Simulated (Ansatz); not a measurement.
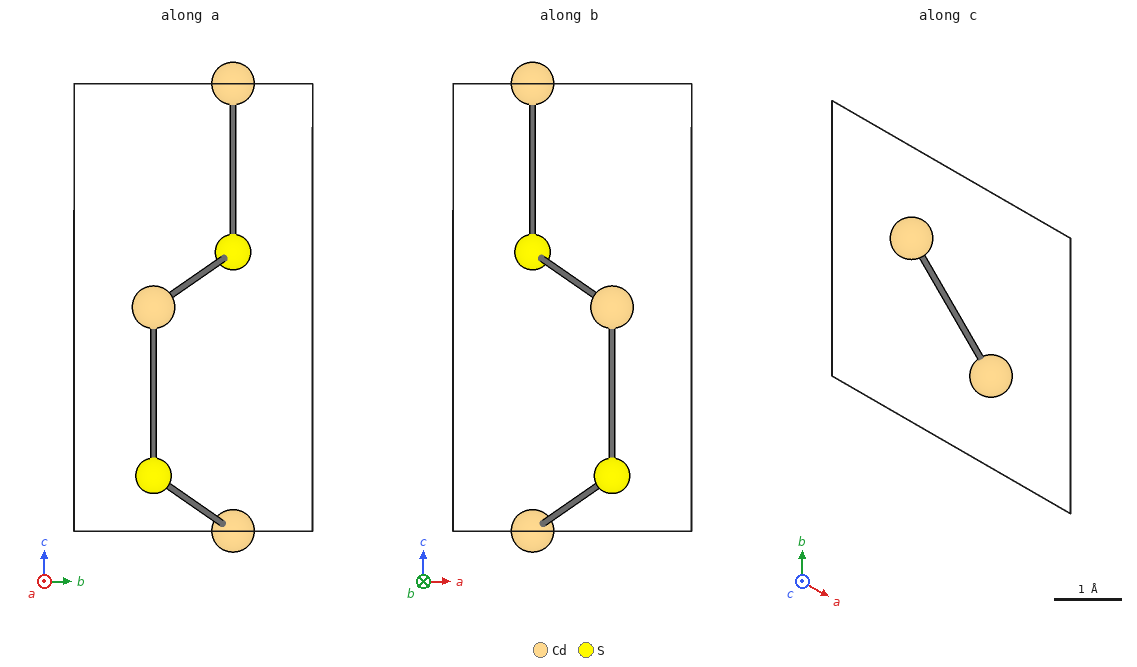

The crystal in a ball-and-stick representation, seen along the a axis, along the b axis and along the c axis. The edges of the conventional unit cell are marked.

Lattice parameters: a = 4.165 Å, b = 4.165 Å, c = 6.766 Å, α = 90.00°, β = 90.00°, γ = 120.00°. Put a along x and b in the xy plane.

Q: Convert the drawing into a POSCAR file, with free fractional coordinates to two decimals.

A:
```
Cd S
1.0
     4.165    0.000    0.000
    -2.082    3.607    0.000
     0.000    0.000    6.766
Cd S
2 2
Direct
  0.3333 0.6667 0.00
  0.6667 0.3333 0.50
  0.3333 0.6667 0.62
  0.6667 0.3333 0.12
```

The cell started as a structure type filled with these elements by a generator (whether the compound takes this form wasn't checked). Earlier steps of the study may have refined or changed the cell and positions. It was set up as input for a calculation with Ansatz.
